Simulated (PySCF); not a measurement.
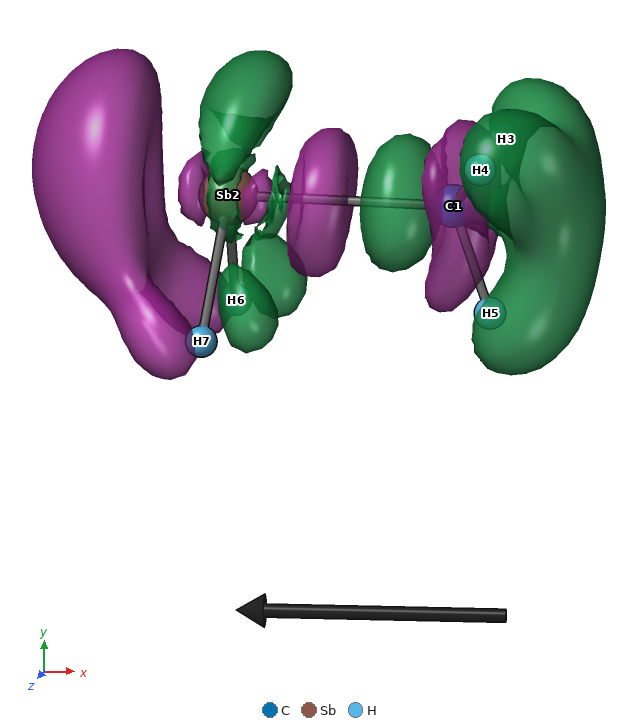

Figure. CH5Sb, SMILES `C[SbH2]`. Change of the electron density in a uniform field of 0.21 V/Å along −x (arrow), surfaces at ±0.002 e/Å³ (green: gain, purple: loss).

PySCF calculation, ωB97X/def2-TZVP, gas phase; geometry: GFN2-xTB. Core potentials replace the inner electrons of Sb; spin–orbit coupling isn't included. No frequency check shows the geometry to be a minimum. A basis without diffuse functions makes polarisabilities too small. GFN2-xTB bond lengths at metals and heavier atoms can be off by up to 0.1 Å and shapes distorted, which carries into these values.

The field was applied in both directions; the picture shows the one opposite to the script's first.

### How large is the response?

The induced dipole is 0.63 D (along the field); α along this axis, from the fields in both directions, is 62 bohr³ (9.2 Å³).
